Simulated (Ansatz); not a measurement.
# Ti2NbB3: what a guessed cell relaxes into, part 2 of 3

Aim: relax a trial structure of Ti2NbB3 and see where it ends.

Ansatz 0.2.0; DFT PBE, scalar-relativistic, plane waves, PAW.

## (3) Coarse relaxation

input.yaml reads:

```yaml
crystal:
  lattice:
    - [3.37813467, 0.0, 0.0]
    - [-1.68906734, 2.92555044, 0.0]
    - [0.0, 0.0, 5.88883077]
  atoms:
    - { symbol: Ti, position: [0.66666667, 0.33333333, 0.69023442] }
    - { symbol: Ti, position: [0.33333333, 0.66666667, 0.30976558] }
    - { symbol: Nb, position: [0.0, 0.0, 0.0] }
    - { symbol: B, position: [0.66666667, 0.33333333, 0.3529343] }
    - { symbol: B, position: [0.33333333, 0.66666667, 0.6470657] }
    - { symbol: B, position: [0.0, 0.0, 0.5] }
basis:
  ecutwfc: 420
kpoints:
  mp_grid: { grid: [6, 6, 4] }
hamiltonian:
  xc: pbe
scf:
  occupations: { method: gaussian, width: 0.1 }
  lower_state_search: "off"
output:
  forces: true
  stress: true
  eigenvalues: true
relax:
  adjacent_minimum: "off"
  f_tol: 0.04
  max_steps: 70
  cell: { stress_tol: 0.4 }
```

On the command line:

```console
$ ansatz run input.yaml --threads 1 --pin off --max-ram 2560MiB --backend cpu --events-out ev --progress --plain --runs-dir out
```

Output:

```text
Warning: RAYON_NUM_THREADS=1 ignored (pool sized by the plan → 1); use --threads N
Engine: ansatz 0.2.0, x86_64-unknown-linux-gnu
Pseudopotentials: kind: paw
Pseudopotential: Ti, paw, valence charge 12, recommended cutoff 420 eV (normal), Ti.paw.azcp
Pseudopotential: Nb, paw, valence charge 13, recommended cutoff 420 eV (normal), Nb.paw.azcp
Pseudopotential: B, paw, valence charge 3, recommended cutoff 420 eV (normal), B.paw.azcp
Functional definition: PBE
  parameter kappa = 0.804
  parameter beta = 0.06672455060314922
  exchange = pbe_x(kappa = kappa, mu = beta*pi^2/3)
  correlation = pbe_c(beta = beta)
Crystal: 6 atoms, lattice volume = 58.199 Å³
Basis set: ecut = 420 eV, 1135 PW (Γ), exchange–correlation on 48×48×80 points (8 copies of the dense FFT grid, shifted against one another)
Bands: 29, of which v1, the nominal top of the filled ones, is band 23 counted from 1 (22 counted from 0)
Symmetry: 12 space group operations
Space group: P-3m1 (ITA 164), of the structure as read, at distance tolerance 3.9e-5 Å
k-points: 24 of 144
Non-local potential: Ti, projectors of the file, l = 0: 3, l = 1: 2, l = 2: 3, l = 3: 1
Non-local potential: Nb, projectors of the file, l = 0: 3, l = 1: 2, l = 2: 2, l = 3: 1
Non-local potential: B, projectors of the file, l = 0: 2, l = 1: 2, l = 2: 1
PAW form: soft (Blöchl's): semilocal exchange-correlation on the pseudo side does not see the compensation charge
PAW one-centre angular grid: Ti, 590 points (default); XC on 64 Gauss nodes
PAW one-centre angular grid: Nb, 590 points (default); XC on 64 Gauss nodes
PAW one-centre angular grid: B, 110 points (default); XC on 64 Gauss nodes
Initial density: superposition of atomic densities (neutral atoms: chi_scale 0, normalization atom), corrected by the library's trained network
Initial wavefunctions: pseudopotential atomic-orbital guess
Functional: x = pbe(κ = 0.804, μ = 0.2195149727645171), c = pbe(β = 0.06672455060314922)
SCF iter   1: F=—  HF=-10014.257052 eV  |F-HF|=—  |Δ(HF+E_count)|=         —  Δρ=1.37e-2  dr2=3.41e-1  ethr=1.77e-3  ⟨swp⟩=4.8  Hψ=2911  notcnv=0
preconditioner: auto → Kerker (q_TF=auto, 2.623 Å⁻¹)  [metal: Δε(μ)=0.068 eV  Ē_g=5.988 eV  σ=0.100 eV  W_gap=0.33  n_scr=22 (ndim 8)  ℏωp=22.8 eV  f_vac=0.000  D(μ)=1.85/eV (n_scr^D=22)]
SCF iter   2: F=—  HF=-10014.223872 eV  |F-HF|=—  |Δ(HF+E_count)|=   3.32e-2  Δρ=7.70e-3  dr2=1.15e-1  ethr=7.42e-4  ⟨swp⟩=2.0  Hψ=980  notcnv=0  defer=8
SCF iter   3: F=—  HF=-10014.209025 eV  |F-HF|=—  |Δ(HF+E_count)|=   1.48e-2  Δρ=1.06e-3  dr2=1.44e-3  ethr=2.50e-4  ⟨swp⟩=2.0  Hψ=803  notcnv=0  defer=8
SCF iter   4: F=—  HF=-10014.208857 eV  |F-HF|=—  |Δ(HF+E_count)|=   1.67e-4  Δρ=3.37e-4  dr2=6.45e-5  ethr=3.13e-6  ⟨swp⟩=2.0  Hψ=915  notcnv=0  defer=8
SCF iter   5: F=—  HF=-10014.208848 eV  |F-HF|=—  |Δ(HF+E_count)|=   9.80e-6  Δρ=6.64e-5  dr2=1.86e-6  ethr=1.40e-7  ⟨swp⟩=2.7  Hψ=1146  notcnv=0  defer=15
SCF iter   6: F=-10014.208847 eV  HF=-10014.208847 eV  |F-HF|=2.53e-8  |Δ(HF+E_count)|=   1.20e-7  Δρ=9.64e-6  dr2=5.34e-8  ethr=2.17e-10  ⟨swp⟩=7.8  Hψ=2941  notcnv=0
SCF 1 converged in 6 iterations: F = -10014.208847 eV  dr2 = 5.34e-8
relax step   1: F+E_penalty+E_count = -10014.20884747 eV  Δ(F+E_penalty+E_count) = +0.000e0 eV  max|allowed force component| = 3.023e0 eV/Å  Δτ_max = 0.0000 Å  P = +51.185 GPa  Ω = 58.199 Å³  (6 SCF iters, dr2 threshold 1.00e-7 eV, accepted)
Crystal: 6 atoms, lattice volume = 66.499 Å³
Basis set: ecut = 420 eV, 1299 PW (Γ), exchange–correlation on 48×48×80 points (8 copies of the dense FFT grid, shifted against one another)
Initial density: handed on by an earlier stage of this run
Initial wavefunctions: those handed on with the density
iter 1 solved again at ethr=2.05e-3 eV; its pass at ethr=3.10e-3 eV (dr2=9.42e-1 eV) is discarded
SCF iter   1: F=—  HF=-10016.093647 eV  |F-HF|=—  |Δ(HF+E_count)|=         —  Δρ=1.98e-2  dr2=9.44e-1  ethr=2.05e-3  ⟨swp⟩=1.0  Hψ=3822  notcnv=0
preconditioner: auto → Kerker (q_TF=auto, 2.566 Å⁻¹)  [metal: Δε(μ)=0.042 eV  Ē_g=5.449 eV  σ=0.100 eV  W_gap=0.22  n_scr=22 (ndim 8)  ℏωp=21.4 eV  f_vac=0.000  D(μ)=2.34/eV (n_scr^D=22)]
SCF iter   2: F=—  HF=-10016.038252 eV  |F-HF|=—  |Δ(HF+E_count)|=   5.54e-2  Δρ=1.02e-2  dr2=2.62e-1  ethr=2.05e-3  ⟨swp⟩=1.6  Hψ=721  notcnv=0
SCF iter   3: F=—  HF=-10016.018373 eV  |F-HF|=—  |Δ(HF+E_count)|=   1.99e-2  Δρ=1.51e-3  dr2=1.51e-3  ethr=5.69e-4  ⟨swp⟩=2.0  Hψ=862  notcnv=0
SCF iter   4: F=—  HF=-10016.018052 eV  |F-HF|=—  |Δ(HF+E_count)|=   3.21e-4  Δρ=5.19e-4  dr2=5.16e-4  ethr=3.29e-6  ⟨swp⟩=2.6  Hψ=1310  notcnv=0
SCF iter   5: F=—  HF=-10016.018053 eV  |F-HF|=—  |Δ(HF+E_count)|=   4.51e-7  Δρ=1.31e-4  dr2=1.42e-5  ethr=1.12e-6  ⟨swp⟩=1.6  Hψ=735  notcnv=0
SCF iter   6: F=—  HF=-10016.018051 eV  |F-HF|=—  |Δ(HF+E_count)|=   1.74e-6  Δρ=3.88e-5  dr2=1.74e-6  ethr=3.09e-8  ⟨swp⟩=2.0  Hψ=917  notcnv=0
SCF iter   7: F=-10016.018051 eV  HF=-10016.018051 eV  |F-HF|=1.13e-8  |Δ(HF+E_count)|=   1.44e-7  Δρ=9.71e-6  dr2=5.04e-8  ethr=1.30e-9  ⟨swp⟩=6.4  Hψ=2819  notcnv=0
SCF 2 converged in 7 iterations: F = -10016.018051 eV  dr2 = 5.04e-8
relax step   2: F+E_penalty+E_count = -10016.01805062 eV  Δ(F+E_penalty+E_count) = -1.809e0 eV  max|allowed force component| = 2.825e0 eV/Å  Δτ_max = 0.0556 Å  P = +16.072 GPa  Ω = 66.499 Å³  energy of the carried Pulay correction = -7.017e-3 eV  (7 SCF iters, dr2 threshold 6.00e-7 eV, accepted)
Crystal: 6 atoms, lattice volume = 70.645 Å³
Basis set: ecut = 420 eV, 1353 PW (Γ), exchange–correlation on 48×48×80 points (8 copies of the dense FFT grid, shifted against one another)
iter 1 solved again at ethr=4.74e-4 eV; its pass at ethr=3.10e-3 eV (dr2=2.18e-1 eV) is discarded
SCF iter   1: F=—  HF=-10017.543534 eV  |F-HF|=—  |Δ(HF+E_count)|=         —  Δρ=1.82e-2  dr2=2.20e-1  ethr=4.74e-4  ⟨swp⟩=1.0  Hψ=4001  notcnv=0
preconditioner: auto → Kerker (q_TF=auto, 2.540 Å⁻¹)  [metal: Δε(μ)=0.030 eV  Ē_g=5.238 eV  σ=0.100 eV  W_gap=0.16  n_scr=22 (ndim 8)  ℏωp=20.7 eV  f_vac=0.000  D(μ)=2.94/eV (n_scr^D=22)]
SCF iter   2: F=—  HF=-10017.518134 eV  |F-HF|=—  |Δ(HF+E_count)|=   2.54e-2  Δρ=9.96e-3  dr2=6.33e-2  ethr=4.74e-4  ⟨swp⟩=2.0  Hψ=822  notcnv=0
SCF iter   3: F=—  HF=-10017.508040 eV  |F-HF|=—  |Δ(HF+E_count)|=   1.01e-2  Δρ=1.82e-3  dr2=2.69e-3  ethr=1.38e-4  ⟨swp⟩=2.3  Hψ=956  notcnv=0
SCF iter   4: F=—  HF=-10017.507743 eV  |F-HF|=—  |Δ(HF+E_count)|=   2.97e-4  Δρ=4.72e-4  dr2=1.35e-4  ethr=5.85e-6  ⟨swp⟩=2.0  Hψ=934  notcnv=0
SCF iter   5: F=—  HF=-10017.507790 eV  |F-HF|=—  |Δ(HF+E_count)|=   4.72e-5  Δρ=8.09e-5  dr2=4.12e-6  ethr=2.94e-7  ⟨swp⟩=2.0  Hψ=936  notcnv=0
SCF iter   6: F=-10017.507790 eV  HF=-10017.507791 eV  |F-HF|=1.94e-7  |Δ(HF+E_count)|=   3.49e-7  Δρ=2.10e-5  dr2=3.23e-7  ethr=1.30e-9  ⟨swp⟩=6.4  Hψ=3143  notcnv=0
the search or the solves at the SCF's close seem to have found levels that the self-consistency loop had missed (the run counts 1). By its estimate they hold under 1e-12 electrons; where the run keeps them, the occupations were computed again with them
SCF 3 converged in 6 iterations: F = -10017.507790 eV  dr2 = 3.23e-7
relax step   3: F+E_penalty+E_count = -10017.50779048 eV  Δ(F+E_penalty+E_count) = -1.490e0 eV  max|allowed force component| = 3.395e0 eV/Å  Δτ_max = 0.1949 Å  P = +1.423 GPa  Ω = 70.645 Å³  energy of the carried Pulay correction = -1.019e-2 eV  (6 SCF iters, dr2 threshold 6.00e-7 eV, accepted)
[... from here on, the SCF cycles and remarks between the steps are left out ...]
relax step   4: F+E_penalty+E_count = -10018.81029706 eV  Δ(F+E_penalty+E_count) = -1.303e0 eV  max|allowed force component| = 3.086e0 eV/Å  Δτ_max = 0.1949 Å  P = -4.644 GPa  Ω = 72.005 Å³  energy of the carried Pulay correction = -1.118e-2 eV  (6 SCF iters, dr2 threshold 6.00e-7 eV, accepted)
relax step   5: F+E_penalty+E_count = -10020.05203567 eV  Δ(F+E_penalty+E_count) = -1.242e0 eV  max|allowed force component| = 2.194e0 eV/Å  Δτ_max = 0.1839 Å  P = -5.497 GPa  Ω = 71.843 Å³  energy of the carried Pulay correction = -1.106e-2 eV  (6 SCF iters, dr2 threshold 6.00e-7 eV, accepted)
relax step   6: F+E_penalty+E_count = -10020.74393274 eV  Δ(F+E_penalty+E_count) = -6.919e-1 eV  max|allowed force component| = 9.072e-1 eV/Å  Δτ_max = 0.1950 Å  P = -2.174 GPa  Ω = 70.299 Å³  energy of the carried Pulay correction = -9.930e-3 eV  (6 SCF iters, dr2 threshold 6.00e-7 eV, accepted)
relax step   7: F+E_penalty+E_count = -10021.10145627 eV  Δ(F+E_penalty+E_count) = -3.575e-1 eV  max|allowed force component| = 5.086e-1 eV/Å  Δτ_max = 0.1244 Å  P = -1.745 GPa  Ω = 70.649 Å³  energy of the carried Pulay correction = -1.019e-2 eV  (7 SCF iters, dr2 threshold 6.00e-7 eV, accepted)
relax step   8: F+E_penalty+E_count = -10021.37323007 eV  Δ(F+E_penalty+E_count) = -2.718e-1 eV  max|allowed force component| = 1.939e-1 eV/Å  Δτ_max = 0.1099 Å  P = +0.241 GPa  Ω = 70.326 Å³  energy of the carried Pulay correction = -9.950e-3 eV  (7 SCF iters, dr2 threshold 6.00e-7 eV, accepted)
relax step   9: F+E_penalty+E_count = -10021.58872679 eV  Δ(F+E_penalty+E_count) = -2.155e-1 eV  max|allowed force component| = 2.073e-1 eV/Å  Δτ_max = 0.0142 Å  P = +0.257 GPa  Ω = 70.201 Å³  energy of the carried Pulay correction = -9.856e-3 eV  (6 SCF iters, dr2 threshold 6.00e-7 eV, accepted)
relax step  10: F+E_penalty+E_count = -10021.69391811 eV  Δ(F+E_penalty+E_count) = -1.052e-1 eV  max|allowed force component| = 3.960e-1 eV/Å  Δτ_max = 0.0315 Å  P = +1.111 GPa  Ω = 69.492 Å³  energy of the carried Pulay correction = -9.325e-3 eV  (6 SCF iters, dr2 threshold 6.00e-7 eV, accepted)
relax step  11: F+E_penalty+E_count = -10021.67307442 eV  Δ(F+E_penalty+E_count) = +2.084e-2 eV  max|allowed force component| = 4.491e-1 eV/Å  Δτ_max = 0.0332 Å  P = -1.645 GPa  Ω = 70.284 Å³  energy of the carried Pulay correction = -9.918e-3 eV  (7 SCF iters, dr2 threshold 6.00e-7 eV, rejected (line search))
relax step  12: F+E_penalty+E_count = -10021.70432979 eV  Δ(F+E_penalty+E_count) = -1.041e-2 eV  max|allowed force component| = 2.444e-2 eV/Å  Δτ_max = 0.0193 Å  P = -1.127 GPa  Ω = 70.082 Å³  energy of the carried Pulay correction = -9.768e-3 eV  (8 SCF iters, accepted)
relax step  13: F+E_penalty+E_count = -10021.70648061 eV  Δ(F+E_penalty+E_count) = -2.151e-3 eV  max|allowed force component| = 1.209e-2 eV/Å  Δτ_max = 0.0005 Å  P = +0.019 GPa  Ω = 69.767 Å³  energy of the carried Pulay correction = -9.532e-3 eV  (6 SCF iters, dr2 threshold 6.00e-7 eV, accepted)
relax step  14: F+E_penalty+E_count = -10021.93054810 eV  Δ(F+E_penalty+E_count) = -2.241e-1 eV  max|allowed force component| = 1.397e-2 eV/Å  Δτ_max = 0.0000 Å  P = +3.477 GPa  Ω = 69.767 Å³  stress off target by 8.99e0 GPa  SCF on the basis re-selected at this cell (its energy is not comparable with the rows above)  (6 SCF iters)
relax step  15: F+E_penalty+E_count = -10022.01081932 eV  Δ(F+E_penalty+E_count) = -8.027e-2 eV  max|allowed force component| = 2.404e-2 eV/Å  Δτ_max = 0.0072 Å  P = +1.887 GPa  Ω = 70.367 Å³  energy of the carried Pulay correction = -3.873e-4 eV  (6 SCF iters, dr2 threshold 6.00e-7 eV, accepted)
relax step  16: F+E_penalty+E_count = -10022.02483643 eV  Δ(F+E_penalty+E_count) = -1.402e-2 eV  max|allowed force component| = 6.157e-2 eV/Å  Δτ_max = 0.0078 Å  P = +0.185 GPa  Ω = 71.007 Å³  energy of the carried Pulay correction = -8.299e-4 eV  (6 SCF iters, dr2 threshold 6.00e-7 eV, accepted)
relax step  17: F+E_penalty+E_count = -10022.02907544 eV  Δ(F+E_penalty+E_count) = -4.239e-3 eV  max|allowed force component| = 5.414e-3 eV/Å  Δτ_max = 0.0043 Å  P = -0.034 GPa  Ω = 71.070 Å³  energy of the carried Pulay correction = -8.760e-4 eV  (6 SCF iters, dr2 threshold 6.00e-7 eV, accepted)
iter 1 solved again at ethr=6.47e-8 eV; its pass at ethr=3.10e-3 eV (dr2=2.97e-5 eV) is discarded
SCF iter   1: F=—  HF=-10022.030568 eV  |F-HF|=—  |Δ(HF+E_count)|=         —  Δρ=1.97e-4  dr2=1.27e-6  ethr=6.47e-8  ⟨swp⟩=3.0  Hψ=4134  notcnv=0
preconditioner: auto → Resta (q_TF=auto, 2.537 Å⁻¹)  ε∞=16.5  [insulator: Δε(μ)=0.116 eV  Ē_g=5.253 eV  σ=0.100 eV  W_gap=0.54  n_scr=24 (ndim 8)  ℏωp=20.7 eV  f_vac=0.000  D(μ)=1.53/eV (n_scr^D=4)  ε∞_Penn≈16.5]
SCF iter   2: F=—  HF=-10022.030639 eV  |F-HF|=—  |Δ(HF+E_count)|=   7.19e-5  Δρ=1.02e-4  dr2=3.46e-7  ethr=2.75e-9  ⟨swp⟩=2.5  Hψ=952  notcnv=0
iter 3 did not close the SCF: its close was put off for the readings that it lacked (scf_convergence_deferred on its scf_iter line)
SCF iter   3: F=-10022.030654 eV  HF=-10022.030654 eV  |F-HF|=2.69e-9  |Δ(HF+E_count)|=   1.46e-5  Δρ=3.00e-6  dr2=1.63e-9  ethr=7.53e-10  ⟨swp⟩=2.0  Hψ=961  notcnv=0
iter 4 did not close the SCF: its close was put off for the readings that it lacked (scf_convergence_deferred on its scf_iter line)
SCF iter   4: F=-10022.030654 eV  HF=-10022.030654 eV  |F-HF|=1.35e-10  |Δ(HF+E_count)|=   2.99e-9  Δρ=6.02e-7  dr2=9.87e-11  ethr=3.54e-12  ⟨swp⟩=2.0  Hψ=1056  notcnv=0
iter 5 did not close the SCF: its close was put off for the readings that it lacked (scf_convergence_deferred on its scf_iter line)
SCF iter   5: F=-10022.030654 eV  HF=-10022.030654 eV  |F-HF|=1.82e-12  |Δ(HF+E_count)|=  1.53e-10  Δρ=7.53e-8  dr2=3.80e-12  ethr=1.00e-12  ⟨swp⟩=1.0  Hψ=696  notcnv=0
SCF iter   6: F=-10022.030654 eV  HF=-10022.030654 eV  |F-HF|=5.46e-12  |Δ(HF+E_count)|=  3.64e-12  Δρ=2.96e-8  dr2=6.24e-13  ethr=1.00e-12  ⟨swp⟩=1.1  Hψ=1493  notcnv=0
SCF 18 converged in 6 iterations: F = -10022.030654 eV  dr2 = 6.24e-13
relax step  18: F+E_penalty+E_count = -10022.03065409 eV  Δ(F+E_penalty+E_count) = -1.579e-3 eV  max|allowed force component| = 5.365e-3 eV/Å  Δτ_max = 0.0000 Å  P = -0.026 GPa  Ω = 71.070 Å³  stress off target by 2.09e-1 GPa  SCF on the basis re-selected at this cell (its energy is not comparable with the rows above)  (6 SCF iters)
basis re-selected at this cell: Δ(F+E_penalty+E_count) = -1.579e-3 eV, ΔP = +0.008 GPa vs the last step (what re-selecting the basis moved, of the pressure what is left beyond the Pulay correction that the steps carried, after the strain that the cell walked since its last selection, with what the two solves' SCF thresholds leave and, on support functions, any second-order correction that the steps lacked; it is no measure of the basis error at this ecutwfc). This SCF's stress stands 2.09e-1 GPa from its target on what of the cell is left free (relax.cell.stress_tol is 4.00e-1 GPa) and its largest allowed force component is 5.36e-3 eV/Å (relax.f_tol is 4.00e-2 eV/Å): within both
SCF converged after 6 iterations
Free energy (F): -10022.030654 eV
Harris-Foulkes:  -10022.030654 eV  (|F-HF|=5.46e-12)
Internal energy: -10022.023026 eV  (E = F + TS)
E sigma→0 (E₀):  -10022.026840 eV
Entropy (-TS):   -0.007628 eV (-1.271 meV/atom)
Fermi energy:    13.205031 eV
--- Per-component energies (eV) ---
  E_band       = -356.850277
  E_kinetic    = 1079.972412
  E_local      = -2455.112848  (includes V_loc(G=0)·N_el)
  E_nonlocal   = 169.319968
  E_hartree    = 938.389972
  E_xc         = -467.984236
  E_vxc        = -572.830368  (∫ρ·V_xc dr)
  E_paw        = -5402.794040  (= ΣΔE_a)
  E_vpaw       = -454.979601  (= ΣTr[D̂ρ^β])
  E_aug_tail   = 0.000240  (compensation charges beyond the density's cutoff)
  E_ewald      = -3883.814494
  E_smearing   = -0.007628  (= −TS)
  E_closure    = 0.000000  (closes the sum)
  Σ components = -10022.030654   (vs F -10022.030654, Δ=0.00e0)
--- Forces (eV/Å), atoms counted from 1 ---
  atom   1  Ti     0.00000000     0.00000000    -0.00536495
  atom   2  Ti    -0.00000000    -0.00000000     0.00536495
  atom   3  Nb     0.00000000    -0.00000000     0.00000000
  atom   4  B      0.00000000    -0.00000000     0.00441710
  atom   5  B      0.00000000     0.00000000    -0.00441710
  atom   6  B      0.00000000     0.00000000     0.00000000
  max |Σ_I F_I| component: 4.63e-18 eV/Å
--- Stress (GPa, compression-positive) ---
       -0.143105      -0.000000       0.000000
       -0.000000      -0.143105       0.000000
        0.000000       0.000000       0.208879
  P = ⅓ Tr σ = -0.0258 GPa (-0.258 kbar)
--- Band table (eV; the first three rows and the last of 24) ---
  k-point 0: bands = ["-42.6906", "-42.6689", "-40.9756", "-19.0646", "-18.9182", "-18.8538", "-18.8538", "-18.8354", "-18.8354", "-17.1034", "-16.8569", "-16.8569", "4.0462", "6.2510", "6.4518", "10.4561", "11.0770", "11.6214", "11.6214", "12.4965", "12.4965", "14.1557", "14.1557", "14.2733", "15.2439", "15.2439", "15.8196", "15.8196", "15.9470"]
  k-point 1: bands = ["-42.6906", "-42.6690", "-40.9756", "-19.0696", "-18.9125", "-18.8538", "-18.8538", "-18.8353", "-18.8353", "-17.1041", "-16.8569", "-16.8569", "4.2017", "5.4290", "7.3989", "9.5987", "11.5095", "11.5095", "11.9145", "12.8199", "12.8199", "13.9462", "14.1475", "14.1475", "14.8003", "14.8003", "15.3446", "15.3446", "16.3497"]
  k-point 2: bands = ["-42.6905", "-42.6691", "-40.9756", "-19.0743", "-18.9072", "-18.8539", "-18.8539", "-18.8353", "-18.8353", "-17.1048", "-16.8569", "-16.8569", "4.5450", "4.8262", "8.4366", "8.5548", "11.4283", "11.4283", "12.6805", "13.3311", "13.3311", "13.3836", "13.7867", "13.7867", "14.6540", "14.6540", "15.0265", "15.0265", "16.5358"]
  k-point 23: bands = ["-42.6516", "-42.6516", "-40.9143", "-19.0264", "-19.0256", "-19.0256", "-18.9714", "-18.9187", "-18.9187", "-17.2074", "-17.2074", "-17.0144", "7.5574", "7.5574", "8.0983", "10.1569", "10.1902", "10.1902", "11.3140", "11.3140", "11.7183", "12.0903", "12.0903", "12.6357", "16.3478", "16.3478", "16.4037", "16.6257", "16.6514"]
--- Relaxed structure (16 steps of the walk, 15 accepted, 2 SCFs on fresh bases) ---
  F+E_penalty+E_count = -10022.03065409 eV   max|allowed force component| = 5.365e-3 eV/Å   (the final SCF, on the basis selected at the relaxed cell)
  cell:  # Å, volume = 71.0704 Å³
    - [3.2251239080607883, 2.7559976002358297e-9, 5.52249030569536e-17]
    - [-1.6125619564171578, 2.793039233355192, -5.52249030569536e-17]
    - [9.626913679045867e-17, -5.558101193093647e-17, 7.8897927293990975]
  atoms:
    - { symbol: Ti, position: [0.6666666666666667, 0.33333333333333337, 0.6638813790010186] }
    - { symbol: Ti, position: [0.3333333333333334, 0.6666666666666669, 0.3361186209989813] }
    - { symbol: Nb, position: [1.1305531767063477e-33, 1.7861330818018245e-33, 5.032384277748643e-19] }
    - { symbol: B, position: [0.6666666666666667, 0.33333333333333337, 0.1697863517542591] }
    - { symbol: B, position: [0.3333333333333335, 0.6666666666666669, 0.830213648245741] }
    - { symbol: B, position: [-3.0814879110195774e-33, -1.5407439555097887e-33, 0.5000000000000001] }
```

Run time: 64 s. Hardware: 1 thread of AMD EPYC 7R43 (Zen 3), shared host; peak memory 0.44 GiB.

The steps of the relaxation:

```csv
step,E - E(step 1) (eV/cell),largest force component (eV/Å),pressure (GPa),volume (Å³)
1,0.0000,3.0226,51.18,58.20
2,-1.8092,2.8248,16.07,66.50
3,-3.2989,3.3954,1.42,70.64
4,-4.6015,3.0863,-4.64,72.00
5,-5.8432,2.1943,-5.50,71.84
6,-6.5351,0.9072,-2.17,70.30
7,-6.8926,0.5086,-1.74,70.65
8,-7.1644,0.1939,0.24,70.33
9,-7.3799,0.2073,0.26,70.20
10,-7.4851,0.3960,1.11,69.49
11,-7.4642,0.4491,-1.65,70.28
12,-7.4955,0.0244,-1.13,70.08
13,-7.4976,0.0121,0.02,69.77
14,-7.7217,0.0140,3.48,69.77
15,-7.8020,0.0240,1.89,70.37
16,-7.8160,0.0616,0.19,71.01
17,-7.8202,0.0054,-0.03,71.07
18,-7.8218,0.0054,-0.03,71.07
```

Step 1 is the start. Steps 14, 18 each repeat the geometry before them on a plane-wave basis chosen anew, so the energy can jump there without any move. Step 11 was tried and not accepted.

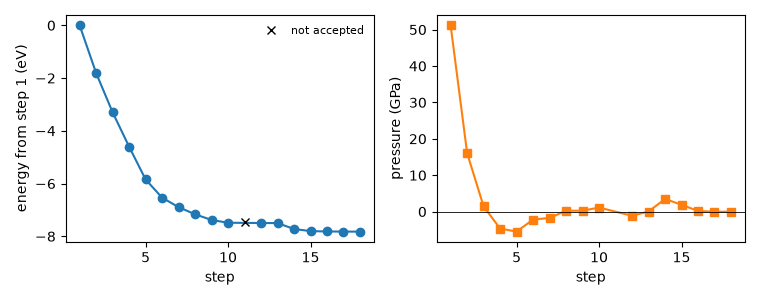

Energy and pressure along the relaxation.

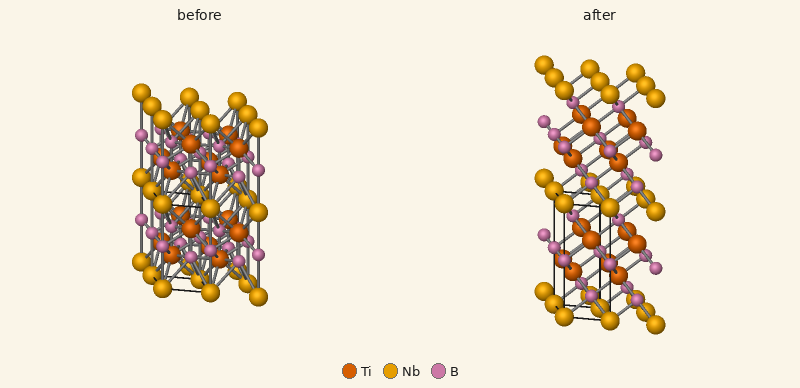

The structure before (left) and after (right) the relaxation, drawn at the same scale.

|  | before | after | change |
| --- | --- | --- | --- |
| a (Å) | 3.378 | 3.225 | -4.5 % |
| b (Å) | 3.378 | 3.225 | -4.5 % |
| c (Å) | 5.889 | 7.890 | +34.0 % |
| volume (Å³/atom) | 9.70 | 11.85 | +22.1 % |
| shortest distance (Å) | 1.967 | 2.267 | +15.3 % |
| space group (0.01 Å) | P-3m1 | P-3m1 | same |

Forces and stress were held to the start's 12 operations: a distortion of lower symmetry was not tested.

(Continued in part 3 of 3.)
